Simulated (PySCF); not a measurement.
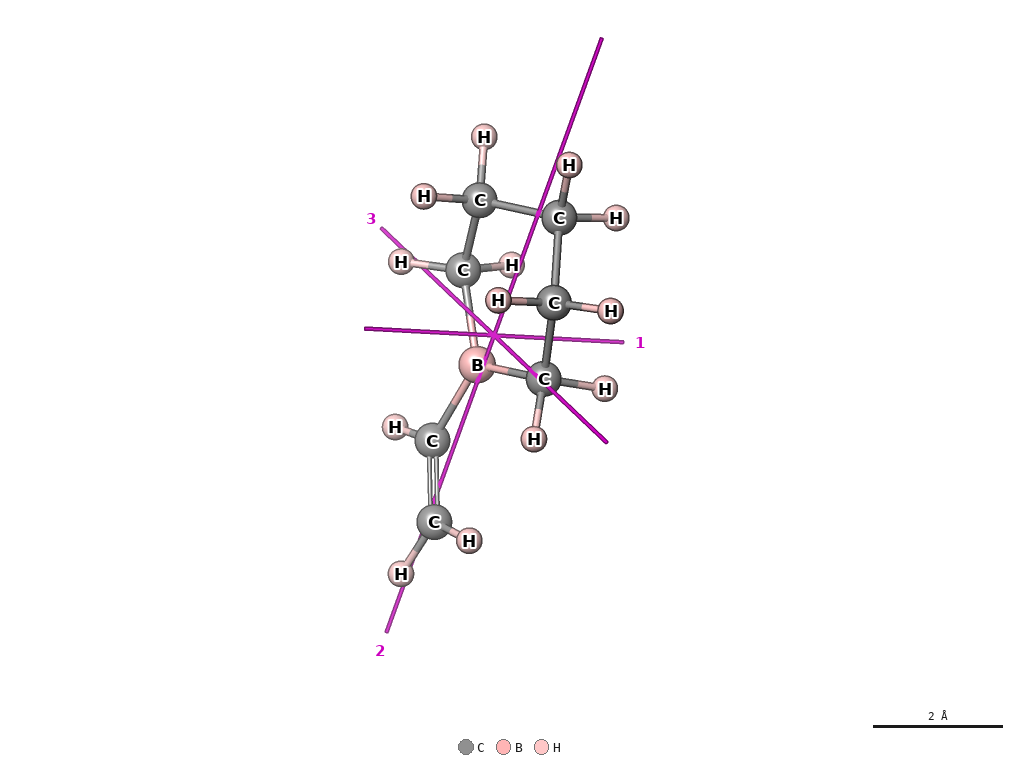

The three principal axes of inertia are drawn and numbered. Atoms fade into the background with distance from the viewer. The geometry was computed by an optimisation with PBE0-D3(BJ)/def2-SVP. No frequency run is at hand to confirm it as a minimum. Masses are those of the most abundant isotopes; constants are for the rigid equilibrium geometry.

Which line is the a axis (least moment of inertia), which b and which c?

a is line 2, b is line 3, c is line 1; the moments are 132, 381, 487 u Å².

Classify the rotor and give the rotational constants (cm⁻¹).

An asymmetric top (C1): A = 0.128, B = 0.0442, C = 0.0346 cm⁻¹. Ray's parameter κ is −0.79, nearer the prolate limit.
